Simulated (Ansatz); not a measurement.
# AlNH4 + AsH3: a complex and its separated parts, part 3 of 3

Ansatz 0.2.0, Gaussian basis.

### Step 17. PBE-QIDH/def2-TZVPP

The inputs:

parta/in.yaml

```yaml
crystal:
  periodic: [false, false, false]
  atoms:
    - {symbol: Al, position_ang: [0.291361, -0.497240, 1.319076]}
    - {symbol: N, position_ang: [1.534196, 0.702744, 0.951502]}
    - {symbol: H, position_ang: [0.573976, -2.002595, 0.917614]}
    - {symbol: H, position_ang: [-1.033088, 0.002201, 2.028672]}
    - {symbol: H, position_ang: [1.465125, 1.685827, 1.159625]}
    - {symbol: H, position_ang: [2.413866, 0.502322, 0.503677]}
basis:
  gaussian: {orbitals: def2-TZVPP}
hamiltonian: {xc: {name: PBE-QIDH}}
```

partb/in.yaml

```yaml
crystal:
  periodic: [false, false, false]
  atoms:
    - {symbol: H, position_ang: [-0.311593, -0.415293, -2.456314]}
    - {symbol: As, position_ang: [-1.061264, -0.214743, -1.147396]}
    - {symbol: H, position_ang: [-2.300385, -0.912515, -1.688864]}
    - {symbol: H, position_ang: [-1.572193, 1.149290, -1.587691]}
basis:
  gaussian: {orbitals: def2-TZVPP}
hamiltonian: {xc: {name: PBE-QIDH}}
```

Each run has its own folder and the same command.

Command:

```bash
$ ansatz run in.yaml --threads 4 --pin off --events-out ev --progress --plain --max-ram 9574MiB
```

parta printed (excerpt; [...] marks lines left out):

```text
Functional definition: PBE-QIDH
  name "PBE-QIDH"
  cite "Brémond, Sancho-García, Pérez-Jiménez & Adamo, J. Chem. Phys. 141, 031101 (2014) doi:10.1063/1.4890314"
  cite "Perdew, Burke & Ernzerhof, Phys. Rev. Lett. 77, 3865 (1996) doi:10.1103/PhysRevLett.77.3865"
[...]
747 factors; integrals over basis functions are off by at most 1.3e-3 eV
[...]
mean field -8142.92345818 eV, -299.2469176162 hartree, gradient 4.8e-6 eV, S^2 0.000000; 0 other end points of the search recorded, 0 dependent functions left out
6 core orbitals not correlated: weight in the atoms' cores, before any rotation towards them, 1.000 or more for the frozen orbitals, at most 0.000 for the correlated occupied ones
reference -8142.92347060 eV, -299.2469180730 hartree; 6, 6 occupied and 117, 117 virtual orbitals, 747 factors
second order -9.35312082 eV of doubles, -0.00000000 eV of singles
Total energy: -8146.04117755 eV, -299.3614916898 hartree
```

partb printed (excerpt; [...] marks lines left out):

```text
[... 4 set-up lines as earlier in the session ...]
[...]
537 factors; integrals over basis functions are off by at most 9.1e-4 eV
[...]
mean field -60870.65580331 eV, -2236.9553411591 hartree, gradient 3.8e-6 eV, S^2 0.000000; 0 other end points of the search recorded, 0 dependent functions left out
9 core orbitals not correlated: weight in the atoms' cores, before any rotation towards them, 1.000 or more for the frozen orbitals, at most 0.000 for the correlated occupied ones
reference -60870.65581225 eV, -2236.9553414878 hartree; 9, 9 occupied and 72, 72 virtual orbitals, 537 factors
second order -8.78919310 eV of doubles, -0.00000000 eV of singles
Total energy: -60873.58554329 eV, -2237.0630071175 hartree
```

Times: 1.9 s (parta), 1.2 s (partb) on 4 threads of Intel Xeon at 2.50GHz, shared host.

### Step 18. RPA on PBE/def2-TZVPP

The same edit goes into each in.yaml of step 17 (parta, partb):

```diff
-hamiltonian: {xc: {name: PBE-QIDH}}
+hamiltonian: {xc: pbe}
+correlation: {method: rpa}
```

Each run has its own folder and the same command.

Command:

```bash
$ ansatz run in.yaml --threads 4 --pin off --events-out ev --progress --plain --max-ram 9574MiB
```

Output in parta (excerpt; [...] marks lines left out):

```text
[... 4 set-up lines as earlier in the session ...]
[...]
747 factors; integrals over basis functions are off by at most 1.3e-3 eV
[...]
mean field -8147.79444308 eV, -299.4259230098 hartree, gradient 5.0e-6 eV, S^2 0.000000; 0 other end points of the search recorded, 0 dependent functions left out
6 core orbitals not correlated: weight in the atoms' cores, before any rotation towards them, 1.000 or more for the frozen orbitals, at most 0.000 for the correlated occupied ones
reference -8128.86117499 eV, -298.7301382409 hartree; 6, 6 occupied and 117, 117 virtual orbitals, 747 factors
Total energy: -8143.51132083 eV, -299.2685211703 hartree
```

Log of partb (excerpt; [...] marks lines left out):

```text
[... 4 set-up lines as earlier in the session ...]
[...]
537 factors; integrals over basis functions are off by at most 9.1e-4 eV
[...]
mean field -60880.50689263 eV, -2237.3173620144 hartree, gradient 3.9e-7 eV, S^2 0.000000; 0 other end points of the search recorded, 0 dependent functions left out
9 core orbitals not correlated: weight in the atoms' cores, before any rotation towards them, 1.000 or more for the frozen orbitals, at most 0.000 for the correlated occupied ones
reference -60842.13961255 eV, -2235.9073904777 hartree; 9, 9 occupied and 72, 72 virtual orbitals, 537 factors
Total energy: -60855.12625040 eV, -2236.3846406161 hartree
```

Wall times: 2.2 s (parta), 1.1 s (partb) on 4 threads of Intel Xeon at 2.50GHz, shared host.

### Step 19. CCSD(T)/def2-TZVPP

Each input of step 18 (parta, partb) changes in the same lines:

```diff
-hamiltonian: {xc: pbe}
-correlation: {method: rpa}
+correlation: {method: ccsd_t}
```

The same command starts each run, in its folder.

Command:

```bash
$ ansatz run in.yaml --threads 4 --pin off --events-out ev --progress --plain --max-ram 9574MiB
```

Output in parta (excerpt; [...] marks lines left out):

```text
Functional definition: HF
  name "HF"
  cite "Fock, Z. Phys. 61, 126 (1930) doi:10.1007/BF01340294"
[... 1 set-up line as earlier in the session ...]
[...]
747 factors; integrals over basis functions are off by at most 1.3e-3 eV
[...]
mean field -8129.52637325 eV, -298.7545838261 hartree, gradient 2.5e-6 eV, S^2 0.000000; 0 other end points of the search recorded, 0 dependent functions left out
6 core orbitals not correlated: weight in the atoms' cores, before any rotation towards them, 1.000 or more for the frozen orbitals, at most 0.000 for the correlated occupied ones
reference -8129.52637325 eV, -298.7545838261 hartree; 6, 6 occupied and 117, 117 virtual orbitals, 747 factors
second order -8.32809197 eV of doubles, -0.00000000 eV of singles
cycle   1  -8.70017382 eV  change   -3.7e-1 eV  update   6.4e-2
[...]
cycle   9  -8.98868326 eV  change    5.7e-7 eV  update   1.0e-5
perturbative correction -0.28642656 eV, -0.0105259818 hartree
Total energy: -8138.80148306 eV, -299.0954378247 hartree
```

partb printed (excerpt; [...] marks lines left out):

```text
[... 4 set-up lines as earlier in the session ...]
[...]
537 factors; integrals over basis functions are off by at most 9.1e-4 eV
[...]
mean field -60842.78558901 eV, -2235.9311296749 hartree, gradient 2.1e-6 eV, S^2 0.000000; 1 other end points of the search recorded, 0 dependent functions left out
9 core orbitals not correlated: weight in the atoms' cores, before any rotation towards them, 1.000 or more for the frozen orbitals, at most 0.000 for the correlated occupied ones
reference -60842.78558901 eV, -2235.9311296749 hartree; 9, 9 occupied and 72, 72 virtual orbitals, 537 factors
second order -7.80787296 eV of doubles, -0.00000000 eV of singles
cycle   1  -7.98509213 eV  change   -1.8e-1 eV  update   6.8e-2
[...]
cycle   8  -8.29512833 eV  change   -1.6e-5 eV  update   1.7e-5
perturbative correction -0.26429758 eV, -0.0097127569 hartree
Total energy: -60851.34501492 eV, -2236.2456827752 hartree
```

Wall times: 4.2 s (parta), 2 s (partb) on 4 threads of Intel Xeon at 2.50GHz, shared host; peak memory 0.59 GiB.

### Step 20. MP2/def2-QZVPP

Each input of step 19 (parta, partb) changes in the same lines:

```diff
-  gaussian: {orbitals: def2-TZVPP}
-correlation: {method: ccsd_t}
+  gaussian: {orbitals: "def2-QZVPP.json"}
+correlation: {method: mp2}
```

The basis file named in the input lies beside it (Basis Set Exchange, JSON).

One command serves all of them, each in its own folder.

Command:

```bash
$ ansatz run in.yaml --threads 4 --pin off --events-out ev --progress --plain --max-ram 9574MiB
```

Log of parta (excerpt; [...] marks lines left out):

```text
[... 4 set-up lines as earlier in the session ...]
[...]
1442 factors; integrals over basis functions are off by at most 8.2e-4 eV
[...]
mean field -8129.81353930 eV, -298.7651369836 hartree, gradient 4.5e-6 eV, S^2 0.000000; 0 other end points of the search recorded, 0 dependent functions left out
6 core orbitals not correlated: weight in the atoms' cores, before any rotation towards them, 1.000 or more for the frozen orbitals, at most 0.000 for the correlated occupied ones
reference -8129.81353930 eV, -298.7651369836 hartree; 6, 6 occupied and 235, 235 virtual orbitals, 1442 factors
second order -8.92541061 eV of doubles, -0.00000000 eV of singles
Total energy: -8138.73894990 eV, -299.0931397735 hartree
```

Output in partb (excerpt; [...] marks lines left out):

```text
[... 4 set-up lines as earlier in the session ...]
[...]
1105 factors; integrals over basis functions are off by at most 9.5e-4 eV
[...]
mean field -60844.03178287 eV, -2235.9769264544 hartree, gradient 2.5e-6 eV, S^2 0.000000; 0 other end points of the search recorded, 0 dependent functions left out
9 core orbitals not correlated: weight in the atoms' cores, before any rotation towards them, 1.000 or more for the frozen orbitals, at most 0.000 for the correlated occupied ones
reference -60844.03178287 eV, -2235.9769264544 hartree; 9, 9 occupied and 161, 161 virtual orbitals, 1105 factors
second order -15.51427917 eV of doubles, -0.00000000 eV of singles
Total energy: -60859.54606204 eV, -2236.5470656981 hartree
```

They took 5.5 s (parta), 3.5 s (partb) on 4 threads of Intel Xeon at 2.50GHz, shared host; peak memory 0.58 GiB.

### Step 21. Vibrations of AlNH4

The input, vib-parta/in.yaml:

```yaml
crystal:
  periodic: [false, false, false]
  atoms:
    - {symbol: Al, position_ang: [0.291361, -0.497240, 1.319076]}
    - {symbol: N, position_ang: [1.534196, 0.702744, 0.951502]}
    - {symbol: H, position_ang: [0.573976, -2.002595, 0.917614]}
    - {symbol: H, position_ang: [-1.033088, 0.002201, 2.028672]}
    - {symbol: H, position_ang: [1.465125, 1.685827, 1.159625]}
    - {symbol: H, position_ang: [2.413866, 0.502322, 0.503677]}
basis:
  gaussian: {orbitals: def2-TZVP}
hamiltonian: {xc: pbe0, dispersion: d4}
phonons: {temperatures: {t_min: 298.15, t_max: 900, t_step: 200}}
```

Command:

```bash
$ ansatz run in.yaml --threads 4 --pin off --events-out ev --progress --plain --max-ram 9574MiB
```

What it wrote (excerpt; [...] marks lines left out):

```text
[... 5 set-up lines as earlier in the session ...]
[...]
610 factors; their error is unknown
[...]
mean field -8148.53678641 eV, -299.4532036239 hartree, gradient 1.1e-5 eV, S^2 0.000000; 0 other end points of the search recorded, 0 dependent functions left out
[...]
Atom 3 at    -1.033088     0.002201     2.028672 Å, force    -0.000085     0.000075     0.000053 eV/Å
Atom 4 at     1.465125     1.685827     1.159625 Å, force     0.000406    -0.000978    -0.000388 eV/Å
Atom 5 at     2.413866     0.502322     0.503677 Å, force    -0.000815     0.000530     0.000477 eV/Å
Dipole moment:     0.188689     0.182185    -0.055799 e Å
Vibrations: 423.30 442.74 494.37 606.29 735.45 752.11 833.80 1568.31 1935.09 1939.88 3606.73 3697.86 cm⁻¹, zero-point energy 1.056093 eV
```

Wall time 25 s (4 threads of Intel Xeon at 2.50GHz, shared host).

The modes, with what each moves most:

```csv
mode,wavenumber (cm⁻¹),character
1,423,bend
2,443,torsion with out-of-plane bend
3,494,torsion
4,606,wag or twist with out-of-plane bend
5,735,bend
6,752,bend
7,834,Al–N stretch
8,1568,bend
9,1935,Al–H stretch
10,1940,Al–H stretch
11,3607,N–H stretch
12,3698,N–H stretch
```

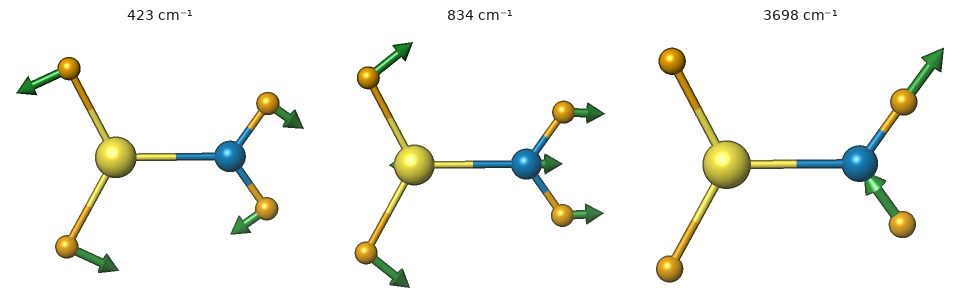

How the atoms move in 3 of the modes.

Vibrational sums (real modes only):

```csv
T (K),entropy (J/mol/K),heat capacity (J/mol/K)
298,14.7,30.4
498,35.1,48.7
698,53.5,60.1
898,69.6,68.1
```

### Step 22. Vibrations of AsH3

The input, vib-partb/in.yaml:

```yaml
crystal:
  periodic: [false, false, false]
  atoms:
    - {symbol: H, position_ang: [-0.311593, -0.415293, -2.456314]}
    - {symbol: As, position_ang: [-1.061264, -0.214743, -1.147396]}
    - {symbol: H, position_ang: [-2.300385, -0.912515, -1.688864]}
    - {symbol: H, position_ang: [-1.572193, 1.149290, -1.587691]}
basis:
  gaussian: {orbitals: def2-TZVP}
hamiltonian: {xc: pbe0, dispersion: d4}
phonons: {temperatures: {t_min: 298.15, t_max: 900, t_step: 200}}
```

Command:

```bash
$ ansatz run in.yaml --threads 4 --pin off --events-out ev --progress --plain --max-ram 9574MiB
```

What it wrote (excerpt; [...] marks lines left out):

```text
[... 5 set-up lines as earlier in the session ...]
[...]
555 factors; their error is unknown
[...]
mean field -60882.34397153 eV, -2237.3848734187 hartree, gradient 5.8e-6 eV, S^2 0.000000; 0 other end points of the search recorded, 0 dependent functions left out
[...]
Atom 1 at    -1.061264    -0.214743    -1.147396 Å, force    -0.000000    -0.000023    -0.000015 eV/Å
Atom 2 at    -2.300385    -0.912515    -1.688864 Å, force    -0.000022     0.000014     0.000022 eV/Å
Atom 3 at    -1.572193     1.149290    -1.587691 Å, force    -0.000001    -0.000017    -0.000013 eV/Å
Dipole moment:    -0.027982     0.013028    -0.064073 e Å
Vibrations: 921.13 1018.00 1018.01 2215.40 2229.11 2229.12 cm⁻¹, zero-point energy 0.597032 eV
```

Wall time 8 s (4 threads of Intel Xeon at 2.50GHz, shared host).

Wavenumbers and character of the modes:

```csv
mode,wavenumber (cm⁻¹),character
1,921,bend
2,1018,bend
3,1018,bend
4,2215,As–H stretch
5,2229,As–H stretch
6,2229,As–H stretch
```

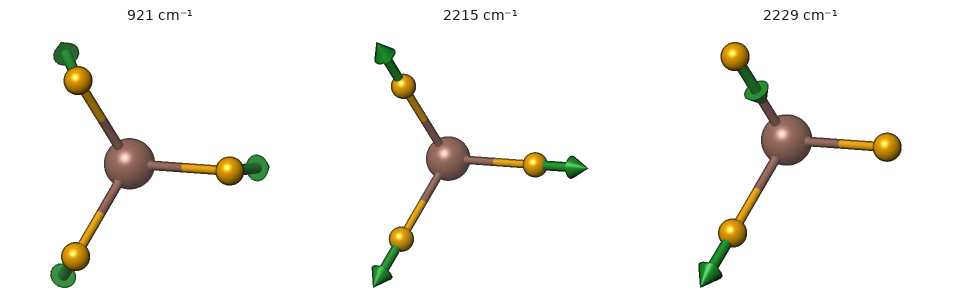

Displacements of 3 modes, as arrows.

Vibrational sums (real modes only):

```csv
T (K),entropy (J/mol/K),heat capacity (J/mol/K)
298,1.3,5.0
498,6.2,14.9
698,12.6,23.3
898,19.3,29.9
```

### Step 23. Complex less separated parts

The complex's own energies come from single points at the same levels.

Rows are in def2-TZVPP; times add the 3 runs of a level on a shared host, so small differences are noise.

Differences are taken before rounding.

```csv
method,rung,complex less parts (kJ/mol),from CCSD(T) (kJ/mol),time
SPW92,LDA,-45.1,-17.9,3.1 s
PBE-D4,GGA,-33.4,-6.2,4.1 s
BLYP-D4,GGA,-22.3,+5.0,4.4 s
r2SCAN-D4,meta-GGA,-31.5,-4.3,7.9 s
B97M-V,meta-GGA,-27.0,+0.2,14 s
PBE0-D4,hybrid,-36.0,-8.8,6.5 s
B3LYP-D4,hybrid,-26.1,+1.1,6.2 s
r2SCAN0-D4,hybrid,-34.0,-6.8,9.2 s
BHLYP-D4,hybrid,-31.0,-3.8,6.1 s
CAM-B3LYP-D4,range-separated hybrid,-26.5,+0.8,7.2 s
wB97X-V,range-separated hybrid,-30.9,-3.7,14 s
wB97M-V,range-separated hybrid,-27.5,-0.3,15 s
B2PLYP,double hybrid,-19.4,+7.9,11 s
PBE-QIDH,double hybrid,-33.1,-5.8,11 s
RPA on PBE,RPA,-20.1,+7.2,11 s
Hartree-Fock,wavefunction,-11.7,+15.5,
MP2,wavefunction,-30.0,-2.7,
CCSD,wavefunction,-24.9,+2.3,
CCSD(T),wavefunction,-27.2,0,100 s
```

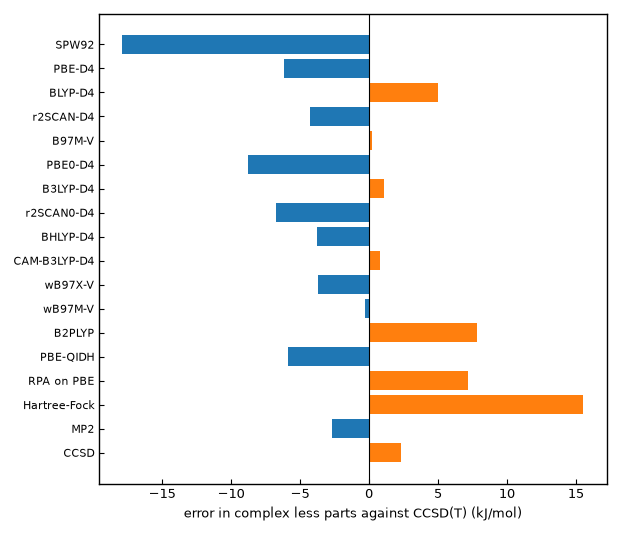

How far each level lands from CCSD(T).

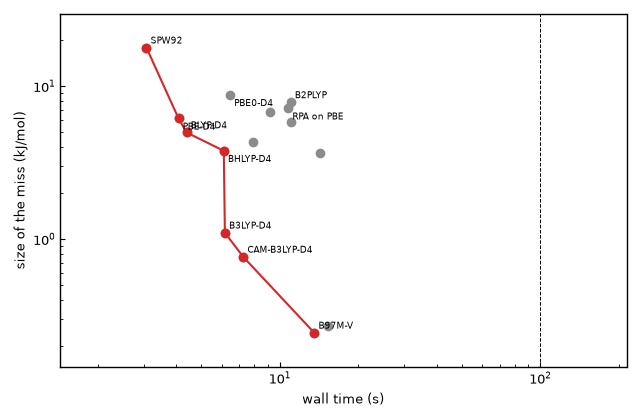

Accuracy for the time spent; red marks the levels that beat every quicker one drawn (of those quicker than the yardstick), and the dashed line is the time of CCSD(T). Only those levels and the largest misses are named. Times are from a shared host.

B97M-V reaches 0.2 kJ/mol from the reference in 14 s, where CCSD(T) took 100 s; the quickest level in the cost chart, SPW92, takes 3.1 s and misses by 17.9 kJ/mol.

The complex's zero-point energy, from a separate PBE0-D4 run, is 1.712 eV.

### Step 24. Results

The summary covers parts 1 to 3.

| quantity | value |
| --- | --- |
| complex less parts, CCSD(T)/def2-TZVPP | -27.2 kJ/mol |
| with zero-point energy | -21.6 kJ/mol |
| largest T1 diagnostic | 0.011 |

At CCSD(T) the complex lies 27.2 kJ/mol below its parts. Among the functionals B97M-V lands nearest to CCSD(T) (+0.2 kJ/mol) and SPW92 farthest (-17.9 kJ/mol). By rung, the mean size of the error is: LDA 17.9, GGA 5.6, meta-GGA 2.3, hybrid 5.1, range-separated hybrid 1.6, double hybrid 6.8 kJ/mol. The double hybrids carry no dispersion term here, unlike the levels marked D4 or V. PBE-D4 gives a relative energy 6.2 kJ/mol too low, outside chemical accuracy (1 kcal/mol, 4.2 kJ/mol). No counterpoise was applied, and triple zeta lacks some correlation, so the CCSD(T) reference has a basis error of its own, and close matches with it are partly luck.
